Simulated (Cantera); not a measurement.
Charge: 1 mol toluene, 0.064 mol O2, at 1050 Torr.

Cantera equilibrium calculation (NASA polynomials, part measured and part estimated; ideal gas, pure solids and liquids). Candidate condensed phases: C, C6H6, C7H8, C8H18, H2O; 110 gas species. The numbers say what is thermodynamically allowed, not how fast it happens.

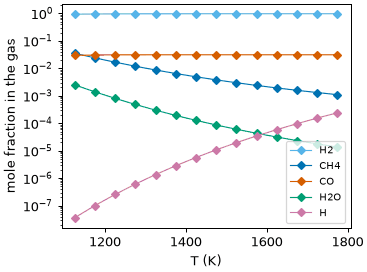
Equilibrium gas composition (values under 1e-9 drawn at 1e-9)

**Question.** Read off the mole fractions at 1375 K.

**Answer.** H2 about 0.96, CO about 0.031, CH4 about 0.0065, H2O about 0.00019, H about 2.8e-6.
